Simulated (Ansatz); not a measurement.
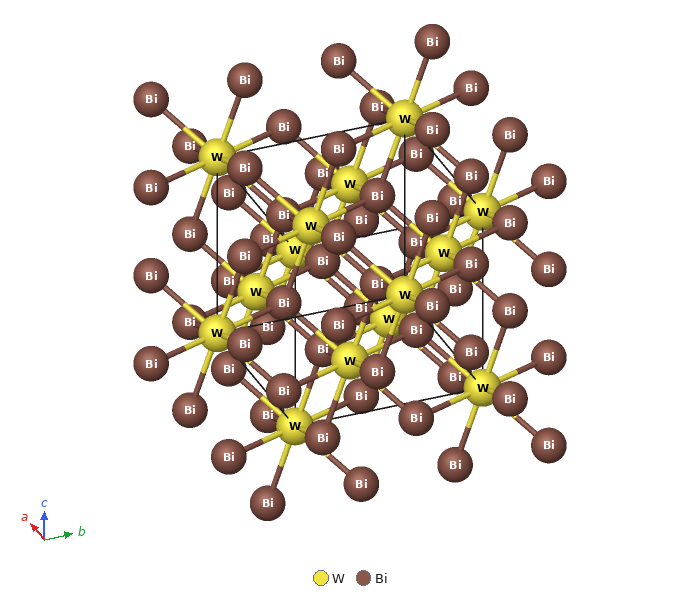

The compound is Bi₂W (space group Fm-3m, No. 225), taken as the input geometry of an electronic-structure calculation (not necessarily at equilibrium); the starting structure was generated, so it need not be a known form of this composition.

Bonds are taken as Bi–W below 3.4 Å. The graph is simplified in the usual way: terminal and isolated atoms are pruned, two-connected atoms become edges.

What kind of net remains, and which atoms are its nodes?

A binodal (4,8)-connected, three-periodic net: Bi is a 4-connected node; W is an 8-connected node, in the ratio 2:1.

Name the underlying net.

It is the flu net, known from fluorite.

Is the net interpenetrated?

It is a single net, without interpenetration.

Give the first four terms of the coordination sequence (nodes one, two, three … edges away).

Bi: 4, 22, 24, 82; W: 8, 12, 48, 42.

The simplified net, drawn on the atoms' positions. Nodes are coloured by element. Edges to nodes outside the piece are drawn as stubs.

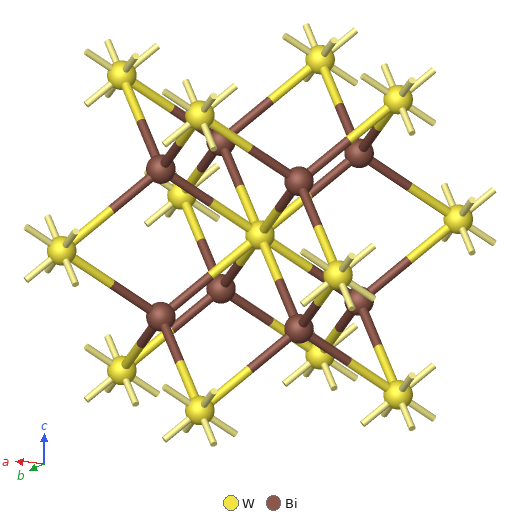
